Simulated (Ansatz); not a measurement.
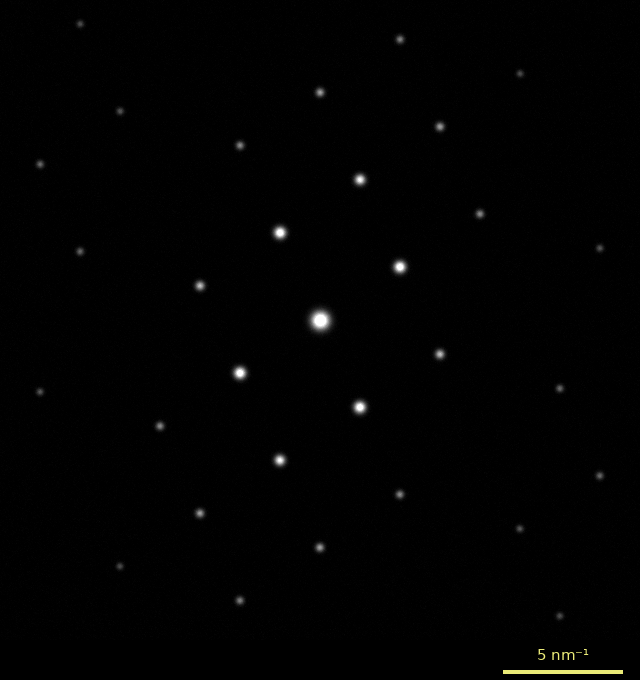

Simulated selected-area electron diffraction pattern (120 kV, kinematic approximation, thin crystal, B = 1 Å² for all atoms).

> Read the repeat vectors of the pattern off the scale bar.

The spots form a centred rectangular net with both shortest vectors at d = 2.47 Å, 81.1° apart.

> What is the point symmetry of the pattern, intensities included?

2mm. A zero-layer kinematic pattern is always centrosymmetric (Friedel's law).

> Which crystal and zone produced it?

This cannot be fixed from one zone alone; the pattern is [211] of Zr, space group P6_3/mmc (No. 194), a = 3.25 Å, c = 5.15 Å (hexagonal axes). The net vectors are 0 1 -1 and -1 1 1. Structure: the geometry relaxed at fixed volume with Ansatz 0.2.0, DFT r2SCAN, scalar-relativistic, plane waves, PAW.
